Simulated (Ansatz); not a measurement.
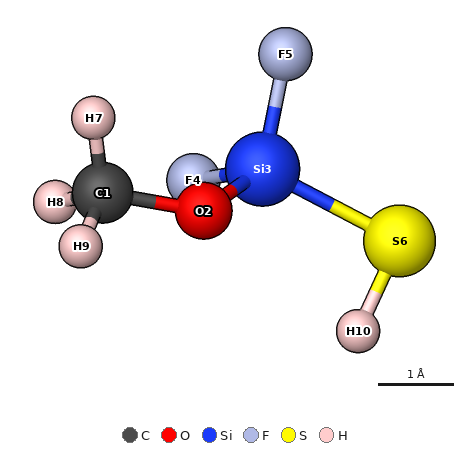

**Figure 1.** The input geometry of run 1 (ball-and-stick view, seen at a tilt; atoms are numbered from 1 in the order of the input). Bond lengths as drawn: C–H 1.09 Å, C–O 1.42 Å, F–Si 1.58 to 1.59 Å, H–S 1.34 Å, O–Si 1.61 Å and S–Si 2.10 Å.

# What a change does: single-point calculation on CH$_{4}$F$_{2}$OSSi

System: CH$_{4}$F$_{2}$OSSi.
Method of run 1: RKS PBE0-D4/def2-TZVPP (Ansatz 0.2.0).

The geometry comes from this level: PBE0-D4/def2-TZVP. Text and figures count atoms from 1; the logs count them from 0 in places.

## The input, run 1
```yaml
crystal:
  periodic: [false, false, false]
  atoms:
    - {symbol: C, position_ang: [-0.185097, -1.188406, 1.142119]}
    - {symbol: O, position_ang: [0.269659, 0.045285, 0.611103]}
    - {symbol: Si, position_ang: [-0.235359, 0.741902, -0.747574]}
    - {symbol: F, position_ang: [-0.346863, -0.370053, -1.872939]}
    - {symbol: F, position_ang: [-1.691141, 1.346177, -0.611615]}
    - {symbol: S, position_ang: [1.026929, 2.326451, -1.281911]}
    - {symbol: H, position_ang: [-1.168547, -1.067444, 1.603082]}
    - {symbol: H, position_ang: [-0.242928, -1.957007, 0.366998]}
    - {symbol: H, position_ang: [0.526461, -1.505077, 1.904545]}
    - {symbol: H, position_ang: [2.129987, 1.577074, -1.110908]}
basis:
  gaussian: {orbitals: def2-TZVPP}
hamiltonian: {xc: pbe0, dispersion: d4}
output: {orbitals: {seedname: orbitals}}
```

Hardware: 4 CPU threads, shared host.

## Output (run 1)
```
Functional definition: PBE0
  parameter a = 0.25
  parameter kappa = 0.804
  parameter beta = 0.06672455060314922
  exchange = (1 - a)*pbe_x(kappa = kappa, mu = beta*pi^2/3) + a*exact_x
  correlation = pbe_c(beta = beta)
1485 factors; their error is unknown
mean field evaluation 1: about -27283.9824 eV, gradient 6.3e1 eV
mean field evaluation 2: about -27278.2329 eV, gradient 8.8e1 eV
mean field evaluation 4: about -27290.3908 eV, gradient 3.2e0 eV
mean field evaluation 8: about -27290.4069 eV, gradient 5.8e-2 eV
mean field evaluation 16: about -27290.4523 eV, gradient 6.5e-5 eV
mean field -27290.45227998 eV, -1002.9056231562 hartree, gradient 6.5e-5 eV, S^2 0.000000; 0 other end points of the search recorded, 0 dependent functions left out
reference -27290.45230945 eV, -1002.9056242394 hartree; 33, 33 occupied and 231, 231 virtual orbitals, 1485 factors
Total energy: -27290.65999423 eV, -1002.9132565144 hartree
```

The input of run 2 differs as follows (lines with − go, lines with + come):
```diff
-  gaussian: {orbitals: def2-TZVPP}
+  gaussian: {orbitals: def2-SVP}
```

Predict how the results change.

The total energy of run 2 is 406.4 kcal/mol higher, which measures the change of basis and not a stability. The HOMO goes from −8.10 to −7.96 eV. The LUMO goes from 0.23 to 0.66 eV. The basis functions go from 264 to 112.

## Output (run 2)
```
Functional definition: PBE0
  parameter a = 0.25
  parameter kappa = 0.804
  parameter beta = 0.06672455060314922
  exchange = (1 - a)*pbe_x(kappa = kappa, mu = beta*pi^2/3) + a*exact_x
  correlation = pbe_c(beta = beta)
1060 factors; integrals over basis functions are off by at most 1.3e-3 eV
mean field evaluation 1: about -27267.4932 eV, gradient 5.4e1 eV
mean field evaluation 2: about -27263.6808 eV, gradient 7.3e1 eV
mean field evaluation 4: about -27272.6802 eV, gradient 2.3e0 eV
mean field evaluation 8: about -27272.8286 eV, gradient 1.7e-1 eV
mean field evaluation 16: about -27272.8286 eV, gradient 7.4e-5 eV
mean field -27272.82863319 eV, -1002.2579660824 hartree, gradient 9.5e-6 eV, S^2 0.000000; 0 other end points of the search recorded, 0 dependent functions left out
reference -27272.82865807 eV, -1002.2579669969 hartree; 33, 33 occupied and 79, 79 virtual orbitals, 1060 factors
Total energy: -27273.03634285 eV, -1002.2655992719 hartree
```

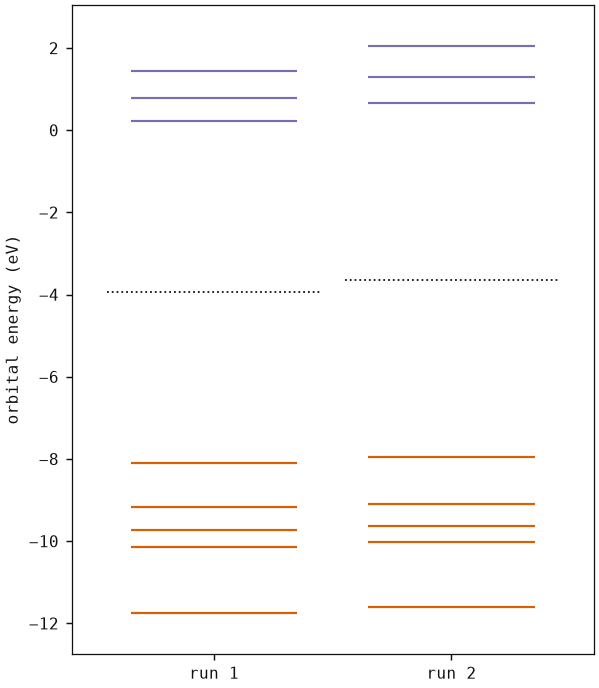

**Figure 2.** The five highest filled and three lowest empty orbital energies of the two runs; the dotted lines part filled from empty levels. The HOMO–LUMO gap is 8.32 eV in run 1 and 8.62 eV in run 2.

## The two runs side by side

| quantity | run 1 | run 2 |
| --- | --- | --- |
| outcome | converged | converged |
| total energy (hartree) | −1002.913257 | −1002.265599 |
| HOMO (eV) | −8.10 | −7.96 |
| LUMO (eV) | 0.23 | 0.66 |
| basis functions | 264 | 112 |
| wall time (shared host) | 7 s | 2.1 s |
